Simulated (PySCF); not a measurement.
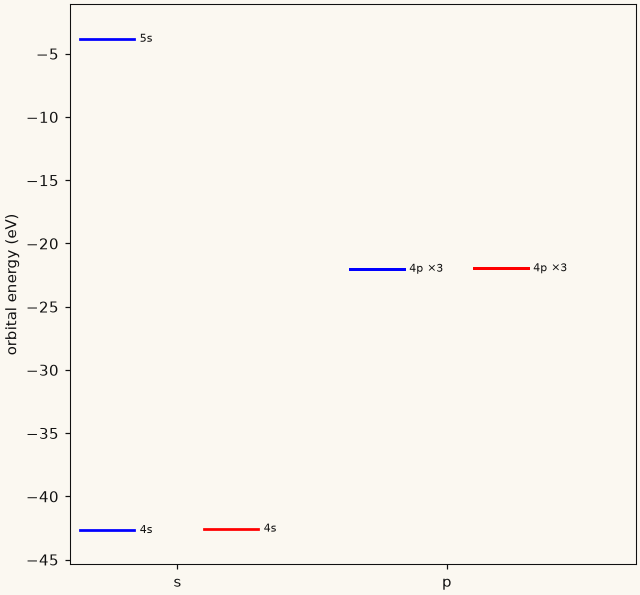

Figure 1. Orbital energies of the mean field, from the top down to −42.7 eV, by angular momentum, α spin at the left of each column and β at the right; ×n counts the orbitals under one label. The highest filled orbital is 5s α at −3.82 eV, the lowest empty one s β at 0.150 eV.

## Run report: Rb, atomic calculation

- system: Rb, configuration 1s2 2s2 2p6 3s2 3p6 3d10 4s2 4p6 5s1, multiplicity 2.
- method: unrestricted HF, x2c-QZVPPall plus 1 even-tempered diffuse shell per l, spin-free X2C-1e, Gaussian nucleus (PySCF)

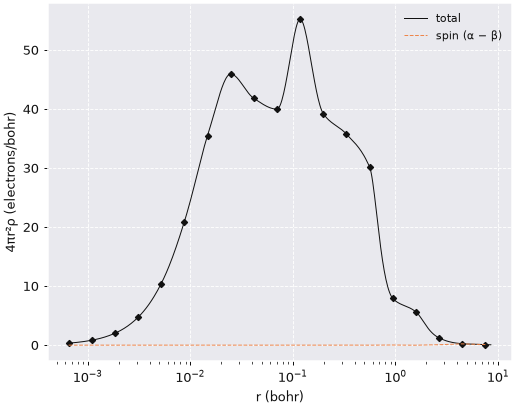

Figure 2. Spherically averaged radial density 4πr²ρ of the mean field and its spin part; markers are the stored points, which are sparse, and the line is a monotone interpolation between them. The largest stored value is 55.2 electrons/bohr at r = 0.12 bohr. Root-mean-square radii of the shells: 3s 0.543, 3p 0.557, 3d 0.578, 4s 1.57, 4p 1.86, 5s 5.92 bohr.

These pictures come from the run below.

## Input file
```python
from pyscf import gto, scf, dft, mp, cc
import basis_set_exchange as bse
mol = gto.M(atom="Rb 0 0 0", charge=0, spin=1, symmetry="D2h",
            basis=gto.basis.parse(bse.get_basis("x2c-QZVPPall", elements=["Rb"], fmt="nwchem", augment_diffuse=1)),
            nucmod="G")
mf = scf.UHF(mol).sfx2c1e()
mf.irrep_nelec = {'Ag': (7, 6), 'B1g': (1, 1), 'B2g': (1, 1), 'B3g': (1, 1), 'B1u': (3, 3), 'B2u': (3, 3), 'B3u': (3, 3)}
mf.kernel()
```

The script is an equivalent of what the driver set up; the driver started from orbitals of its own, so the log can be shorter than this script's would be, and it computed the properties (radii, ⟨L²⟩, response) afterwards. It held the occupations shell by shell, which the script's counts by irreducible representation don't always enforce.

## Log (extracts)
```
damping factor = 0
level_shift factor = 0
DIIS = <class 'pyscf.scf.diis.CDIIS'>
diis_start_cycle = 1
diis_space = 10
diis_damp = 0
SCF conv_tol = 1e-09
SCF conv_tol_grad = None
number electrons alpha = 19  beta = 18
cycle= 1 E= -2979.1504832518  delta_E= -7.64e-11  |g|= 1.66e-06  |ddm|= 0.000144
converged SCF energy = -2979.1504832518  <S^2> = 0.75036116  2S+1 = 2.0003611
```

## Summary

```tsv
quantity	value
outcome	converged
total energy	−2979.1505 hartree
⟨S²⟩	0.750
SCF iterations	1
hardware	1 CPU thread, shared host
CPU time	5.7 s (integrals apart)
```

## Notes

Radii and densities are those of the two-component orbitals, without the picture-change correction, so the innermost s shells come out slightly too small (about 1 % for 1s near Z = 40, more for heavier atoms).
